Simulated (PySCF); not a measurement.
System: C5H16BNSi.

The calculation's input:

```
{"job": {"kind": "nmr", "xc": "PBE0", "basis": "pcSseg-1"}, "charge": 0, "multiplicity": 1}
B     -0.856020     0.865214     1.432963
N     -0.874969     0.000761     0.039050
C     -1.399932     0.830792    -1.027524
C     -1.579426    -1.281681     0.251034
C     -0.238168    -2.007958     0.318766
C      0.367251    -0.746650    -0.314453
C      1.696296    -0.239166     0.196783
Si     2.373919     1.275638    -0.736836
H     -1.999704     1.151866     1.628060
H     -0.429052     0.153575     2.290418
H     -0.174624     1.825677     1.247798
H     -0.730564     1.673310    -1.186400
H     -2.376103     1.213034    -0.736460
H     -1.494274     0.264661    -1.960286
H     -2.177759    -1.565791    -0.618297
H     -2.195903    -1.285347     1.146251
H      0.103017    -2.161885     1.339090
H     -0.147747    -2.932968    -0.245704
H      0.410612    -0.856371    -1.406156
H      2.407843    -1.063876     0.101649
H      1.605566    -0.016844     1.257623
H      1.644161     2.502744    -0.442371
H      2.266260     0.994586    -2.177443
H      3.787586     1.426443    -0.390000
```

Launched as:

```sh
OMP_NUM_THREADS=1 python probes_run.py task.json out
```

Geometry: GFN2-xTB.

All numbers below come from PBE0/pcSseg-1, SCF density, gas phase, non-relativistic (PySCF).

What will maps of the electron density and electron localisation function show?

C–N (1.45 Å): ρ is about 1.9 e/Å³ halfway; the ELF peaks at about 0.95 between the atoms (localised, covalent bonding).
B–N (1.64 Å): ρ is about 1.2 e/Å³ halfway; the ELF peaks at about 0.95 between the atoms; a polar covalent bond.
C–H (1.09 Å): the density is about 2 e/Å³ at the midpoint; the ELF climbs to about 1 towards the hydrogen, as it does in any bond to H: an ordinary covalent bond to hydrogen.

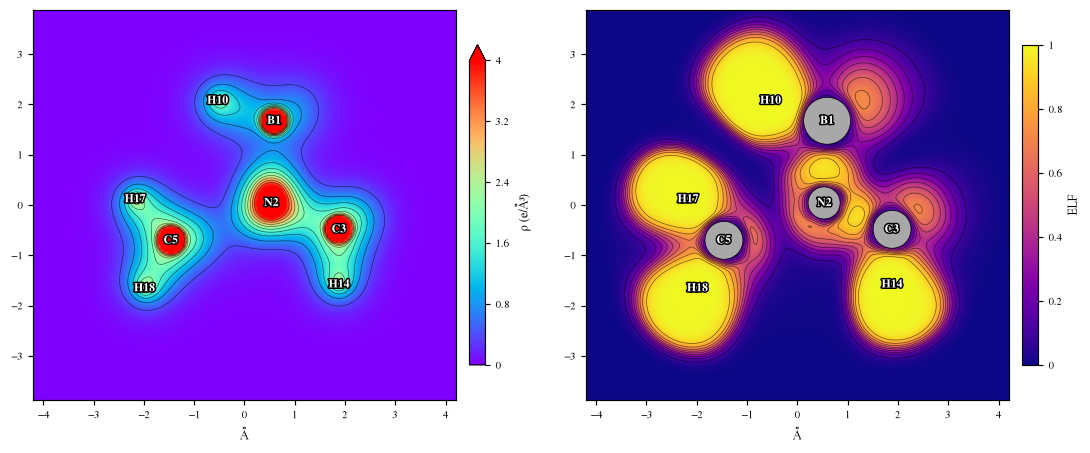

Computed electron density and electron localisation function on the plane of atoms H17, C5 and H18, in this order. Grey discs cover the atomic cores in the ELF map. 
